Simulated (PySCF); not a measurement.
# CAM-B3LYP/def2-SVP run of GeH3O2F (SMILES [OH][GeH]([OH])[F])

What is the vertical singlet–triplet gap of GeH3O2F at CAM-B3LYP/def2-SVP? 

The calculation is run with PySCF 2.14.0.

## Step 1: The molecule

GeH3O2F: 7 atoms, total charge 0, spin state singlet. As SMILES, `[OH][GeH]([OH])[F]`. The coordinates come from a PBE0-D4/def2-TZVP relaxation. This is one conformer, not always the lowest.

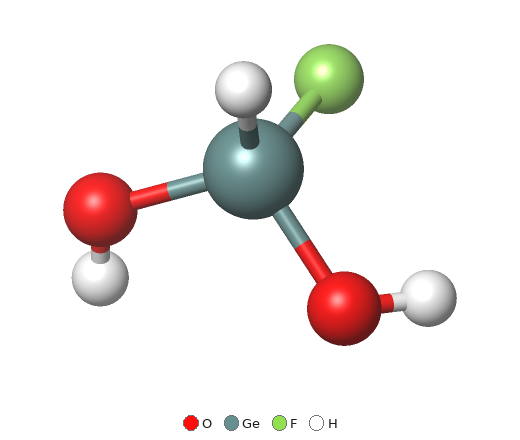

The structure, seen from a chosen angle (oxygen red, germanium teal, fluorine green, hydrogen white).

## Step 2: A single-point energy at CAM-B3LYP/def2-SVP

geometry.xyz

```xyz
7

O     -0.352900     1.140300    -0.859300
Ge    -0.107500    -0.026800     0.432400
O      1.518200    -0.656000     0.307600
F     -1.260300    -1.284500     0.113200
H     -1.209200     1.041800    -1.283900
H     -0.331400     0.485800     1.847500
H      1.804400    -0.768700    -0.603100
```

input.py

```python
from pyscf import gto, dft

molecule = gto.Mole()
molecule.atom = 'geometry.xyz'
molecule.basis = 'def2-svp'
molecule.verbose = 3
molecule.max_memory = 1860
molecule.spin = 0
molecule.build()

myscf = dft.RKS(molecule, xc='cam-b3lyp')
myscf.grids.level = 1
myscf.conv_tol = 1e-10
myscf.kernel()
if not myscf.converged:
    myscf = myscf.newton().run(myscf.mo_coeff, myscf.mo_occ)

energy = myscf.e_tot
print('E = %.10f Eh' % energy)
```

Command:

```console
$ OMP_NUM_THREADS=1 python input.py
```

Log:

```text
converged SCF energy = -2328.7733478037
E = -2328.7733478037 Eh
```

It took 10 s on 1 thread of Arm Neoverse V2, shared host; peak memory 0.27 GiB.

## Step 3: The triplet, same level

input.py

```python
from pyscf import gto, dft

system = gto.Mole()
system.atom = '''
O     -0.352900     1.140300    -0.859300
Ge    -0.107500    -0.026800     0.432400
O      1.518200    -0.656000     0.307600
F     -1.260300    -1.284500     0.113200
H     -1.209200     1.041800    -1.283900
H     -0.331400     0.485800     1.847500
H      1.804400    -0.768700    -0.603100
'''
system.verbose = 4
system.charge = 0
system.spin = 2
system.max_memory = 1860
system.basis = 'def2-svp'
system.build()

mf = dft.UKS(system)
mf.xc = 'cam-b3lyp'
mf.grids.level = 1
mf.conv_tol = 1e-10
mf.kernel()
if not mf.converged:
    mf = mf.newton().run(mf.mo_coeff, mf.mo_occ)

e_final = mf.e_tot
print('E = %.10f Eh' % e_final)
```

Command:

```console
$ OMP_NUM_THREADS=1 python input.py
```

Log:

```text
PySCF version 2.14.0

[INPUT] num. atoms = 7
[INPUT] num. electrons = 60
[INPUT] charge = 0
[INPUT] spin (= nelec alpha-beta = 2S) = 2
[INPUT] symmetry False subgroup None
[INPUT] Mole.unit = angstrom
[INPUT] Symbol           X                Y                Z      unit          X                Y                Z       unit  Magmom
[INPUT]  1 O     -0.352900000000   1.140300000000  -0.859300000000 AA   -0.666884349359   2.154854699842  -1.623841658839 Bohr   0.0
[INPUT]  2 Ge    -0.107500000000  -0.026800000000   0.432400000000 AA   -0.203145558391  -0.050644660138   0.817117576262 Bohr   0.0
[INPUT]  3 O      1.518200000000  -0.656000000000   0.307600000000 AA    2.868982202315  -1.239660337715   0.581279755916 Bohr   0.0
[INPUT]  4 F     -1.260300000000  -1.284500000000   0.113200000000 AA   -2.381621834789  -2.427353207004   0.213916997301 Bohr   0.0
[INPUT]  5 H     -1.209200000000   1.041800000000  -1.283900000000 AA   -2.285056829824   1.968716676572  -2.426219371329 Bohr   0.0
[INPUT]  6 H     -0.331400000000   0.485800000000   1.847500000000 AA   -0.626255237681   0.918028951314   3.491269015134 Bohr   0.0
[INPUT]  7 H      1.804400000000  -0.768700000000  -0.603100000000 AA    3.409821819165  -1.452632471953  -1.139693825725 Bohr   0.0

nuclear repulsion = 327.327915220427
number of shells = 39
number of NR pGTOs = 167
number of NR cGTOs = 89
basis = def2-svp
ecp = {}

******** <class 'pyscf.dft.uks.UKS'> ********
method = UKS
initial guess = minao
damping factor = 0
level_shift factor = 0
DIIS = <class 'pyscf.scf.diis.CDIIS'>
diis_start_cycle = 1
diis_space = 8
diis_damp = 0
SCF conv_tol = 1e-10
SCF conv_tol_grad = None
SCF max_cycles = 50
direct_scf = True
direct_scf_tol = 1e-13
number electrons alpha = 31  beta = 29
XC library pyscf.dft.libxc version 7.0.0
[... 18 lines left out ...]
[... the frontier-level lines of each cycle are left out ...]
[... 11 lines left out ...]
[... 11 lines left out ...]
[... 11 lines left out ...]
[... 11 lines left out ...]
[... 11 lines left out ...]
[... 11 lines left out ...]
[... 11 lines left out ...]
[... 11 lines left out ...]
[... 11 lines left out ...]
[... 11 lines left out ...]
[... 5 lines left out ...]

cycle= 22 E= -2328.49387102326  delta_E= -6.13e-08  |g|= 6.56e-05  |ddm|= 0.00162


cycle= 23 E= -2328.49387104158  delta_E= -1.83e-08  |g|= 2.85e-05  |ddm|= 0.000765


cycle= 24 E= -2328.49387104394  delta_E= -2.37e-09  |g|= 1.79e-05  |ddm|= 0.000405


cycle= 25 E= -2328.49387104508  delta_E= -1.14e-09  |g|= 1.07e-05  |ddm|= 0.000162


cycle= 26 E= -2328.49387104575  delta_E= -6.73e-10  |g|= 6.56e-06  |ddm|= 0.000173


cycle= 27 E= -2328.493871046  delta_E= -2.47e-10  |g|= 5.4e-06  |ddm|= 6.77e-05


cycle= 28 E= -2328.49387104613  delta_E= -1.32e-10  |g|= 2.15e-06  |ddm|= 9.37e-05


cycle= 29 E= -2328.49387104616  delta_E= -2.82e-11  |g|= 1.2e-06  |ddm|= 3.03e-05


Extra cycle  E= -2328.49387104616  delta_E= -9.09e-13  |g|= 1.13e-06  |ddm|= 3.68e-06
converged SCF energy = -2328.49387104616  <S^2> = 2.0084644  2S+1 = 3.0056376
E = -2328.4938710462 Eh
```

Wall time 29 s (1 thread of Arm Neoverse V2, shared host); peak memory 0.28 GiB.

## Step 4: Results

At CAM-B3LYP/def2-SVP:

```
                                        quantity           value
                           singlet: total energy  -2328.77335 Eh
                          singlet: dipole moment          1.22 D
                            singlet: HOMO energy       -10.61 eV
                            singlet: LUMO energy         1.47 eV
                          singlet: HOMO–LUMO gap        12.08 eV
                           triplet: total energy  -2328.49387 Eh
                          triplet: dipole moment          2.01 D
     triplet: HOMO energy (highest over α and β)        -3.39 eV
                                   triplet: ⟨S²⟩           2.008
vertical energy of the triplet above the singlet        7.605 eV
```

At this shape the triplet lies 7.60 eV (734 kJ/mol) above the singlet.
